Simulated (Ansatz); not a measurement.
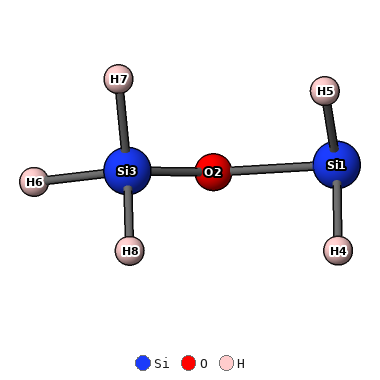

The system is H₅OSi₂, SMILES [SiH2-]O[SiH3], charge −1; the picture shows the grid point nearest to the relaxed geometry. Two internal coordinates are moved rigidly from the geometry relaxed at PBE0-D4/def2-TZVP, all others fixed. First axis: bond O2–Si3. Second axis: angle H6–Si3–O2. The scan uses a 7 × 7 grid. At 2 points there is no value. Energies: kcal/mol, counted from the lowest grid point. Level of theory: RKS r2SCAN-D4/def2-TZVPPD in Ansatz.

Its coordinates:

```xyz
8

Si   -1.5589    0.6345   -1.0461
O    -0.6609   -0.7668   -0.4303
Si    0.6121   -0.6868    0.4696
H    -0.3666    1.3587   -1.7312
H    -1.4269    1.5267    0.2224
H     1.1213   -2.0746    0.7526
H     0.3742   -0.0575    1.8083
H     1.7547    0.0564   -0.1521
```

Range: bond O2–Si3 from 1.318 to 2.330 Å; angle H6–Si3–O2 from 79.7 to 139.7°.

### Predict the map.

The lowest grid point is at bond O2–Si3 = 1.561 Å, angle H6–Si3–O2 = 109.7°. The highest grid point, bond O2–Si3 = 1.318 Å, angle H6–Si3–O2 = 79.7°, lies 92 kcal/mol above the lowest.

| angle H6–Si3–O2 ↓, bond O2–Si3 → | 1.318 | 1.416 | 1.561 | 1.729 | 1.916 | 2.117 | 2.330 |
| --- | --- | --- | --- | --- | --- | --- | --- |
| 139.7 | 78 | 37 | 16 | 20 | 37 | 57 | – |
| 129.7 | 69 | 28 | 7 | 11 | 29 | 50 | – |
| 119.7 | 65 | 23 | 2 | 6 | 24 | 46 | 64 |
| 109.7 | 64 | 22 | 0 | 4 | 22 | 44 | 63 |
| 99.7 | 68 | 25 | 2 | 5 | 23 | 44 | 63 |
| 89.7 | 77 | 33 | 9 | 10 | 27 | 47 | 66 |
| 79.7 | 92 | 47 | 20 | 19 | 34 | 53 | 70 |

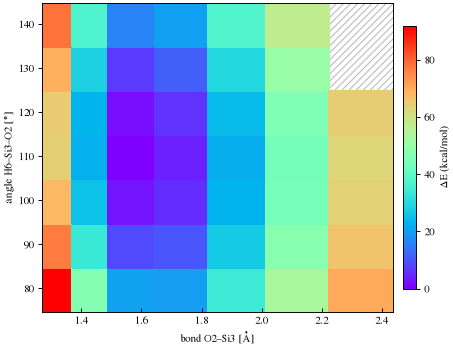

In the figure: one coloured cell a grid point, hatched blanks where no value was computed.
